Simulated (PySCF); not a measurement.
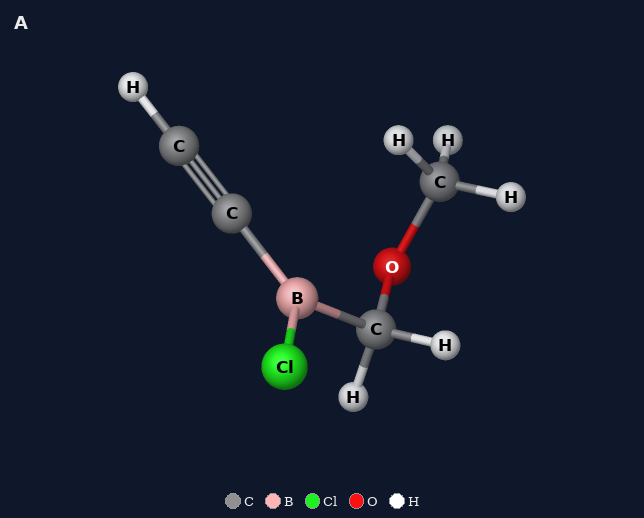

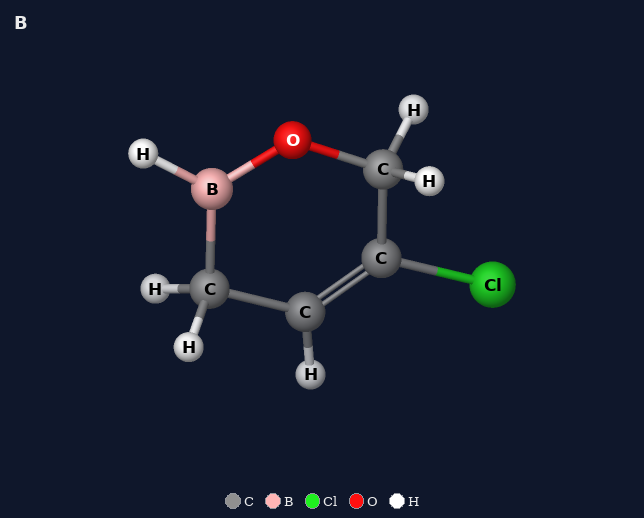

2 stationary structures of one formula. Geometries: GFN2-xTB. Electronic energies: PBE0/pcSseg-1 (PySCF 2.14.0), without zero-point energy. No frequency run is at hand to confirm each as a minimum. Each is one conformer, not always the lowest.

### Are they conformers, stereoisomers or constitutional isomers?

They are constitutional isomers of C4H6BClO: A `C#CB(Cl)COC`, B `ClC1=CCBOC1`.

### Rank them by energy, lowest first.

B is lowest; A lies 44.0 kcal/mol above it.

The geometry is semi-empirical. Around B such bond lengths and angles can be off by a tenth of an ångström or more and by several degrees, and values that hang on the shape move with them.
